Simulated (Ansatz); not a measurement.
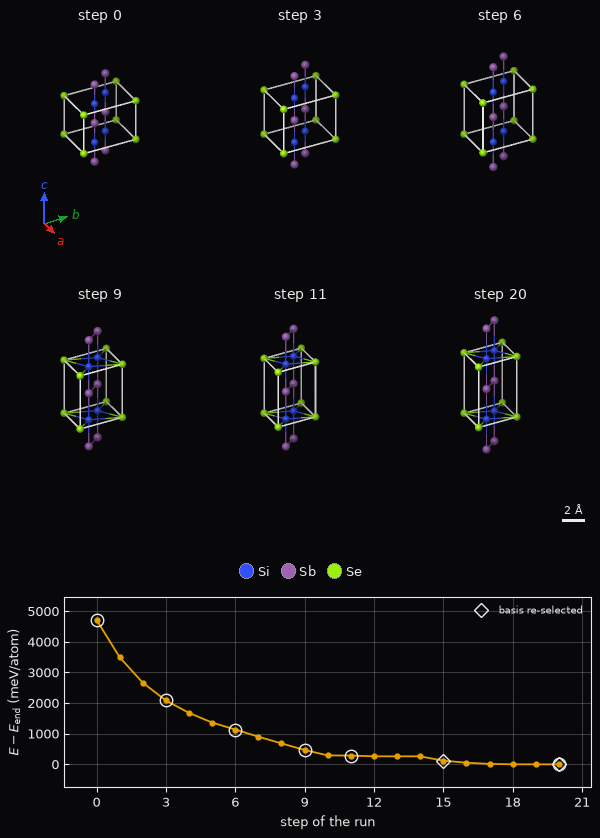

Frames of a relaxation of solid Si2Sb2Se (a generated structure, set up in P6/mmm) (coarse preliminary run), marked on the history of the run. A ball-and-stick model of the cell of the calculation, seen slightly off an axis.

Method: Ansatz, DFT PBE, scalar-relativistic, plane waves, PAW.

Input file:
```yaml
crystal:
  lattice:
    - [6.76376869, 0.0, 0.0]
    - [-3.38188435, 5.85759551, 0.0]
    - [0.0, 0.0, 3.65259642]
  atoms:
    - { symbol: Si, position: [0.33333333, 0.66666667, 0.0] }
    - { symbol: Si, position: [0.66666667, 0.33333333, 0.0] }
    - { symbol: Sb, position: [0.33333333, 0.66666667, 0.5] }
    - { symbol: Sb, position: [0.66666667, 0.33333333, 0.5] }
    - { symbol: Se, position: [0.0, 0.0, 0.0] }
basis:
  ecutwfc: 420
kpoints:
  mp_grid: { grid: [3, 3, 6] }
hamiltonian:
  xc: pbe
scf:
  occupations: { method: gaussian, width: 0.1 }
  lower_state_search: "off"
output:
  forces: true
  stress: true
  eigenvalues: true
relax:
  adjacent_minimum: "off"
  f_tol: 0.04
  max_steps: 70
  cell: { stress_tol: 0.4 }
```

Command:
```bash
ansatz run input.yaml --threads 1 --pin off --max-ram 2560MiB --backend cpu --events-out ev --progress --plain --runs-dir out
```

### What happens along the run?

No atom moves by more than 0.005 Å relative to the cell. Cell: a = b 6.764 → 4.970 Å (−26.5 %), c 3.653 → 5.723 Å (+56.7 %). Volume −15.4 %. Among the contacts that change: Si1–Si2 3.905 → 2.870 Å, Si1–Se5 3.905 → 2.870 Å, Sb3–Sb4 3.905 → 2.870 Å, Si1–Sb3 1.826 → 2.861 Å. New bonds form, among them: Sb3–Sb4 (3.91 → 2.87 Å). The space group stays P6/mmm (No. 191). After 18 accepted moves (20 points after the start) the energy has fallen by 4718 meV per atom. All forces vanish by symmetry, so only the cell relaxes. The pressure goes from 56.16 to 0.06 GPa. The SCF was repeated twice at an unchanged geometry on a basis and grid sized afresh for the cell, which shifted the energy by 141 meV per atom at most. The run took 92 s on 1 thread of Arm Neoverse V1, on a shared host, peak memory 0.42 GiB. From step 0 to 3: volume +13.8 %, energy −2633 meV per atom. From step 3 to 6: volume +4.3 %, energy −948 meV per atom. From step 6 to 9: volume −23.5 %, energy −667 meV per atom. From step 9 to 11: volume −19.8 %, energy −184 meV per atom. From step 11 to 20: volume +16.2 %, energy −286 meV per atom.

| step | E − E(0), meV/atom | pressure, GPa | volume, Å³/atom | note |
| --- | --- | --- | --- | --- |
| 0 | 0.00 | 56.16 | 28.943 |  |
| 1 | -1220.84 | 37.09 | 30.345 |  |
| 2 | -2053.43 | 25.71 | 31.703 |  |
| 3 | -2632.95 | 15.99 | 32.943 |  |
| 4 | -3039.16 | 10.23 | 33.823 |  |
| 5 | -3353.08 | 6.42 | 34.335 |  |
| 6 | -3581.21 | 0.86 | 34.354 |  |
| 7 | -3816.19 | -3.36 | 31.969 |  |
| 8 | -4034.79 | -3.55 | 29.075 |  |
| 9 | -4248.46 | -3.87 | 26.278 |  |
| 10 | -4426.21 | -1.34 | 23.554 |  |
| 11 | -4432.27 | 3.48 | 21.072 |  |
| 12 | -4456.65 | -0.01 | 22.444 |  |
| 13 | -4456.68 | -0.46 | 22.457 |  |
| 14 | -4456.96 | -0.05 | 22.380 |  |
| 15 | -4598.24 | 6.01 | 22.380 | same geometry, new basis |
| 16 | -4663.45 | 2.18 | 23.507 |  |
| 17 | -4704.18 | 0.82 | 24.030 |  |
| 18 | -4716.85 | 0.79 | 24.183 |  |
| 19 | -4717.72 | 0.02 | 24.486 |  |
| 20 | -4718.41 | 0.06 | 24.486 | same geometry, new basis |
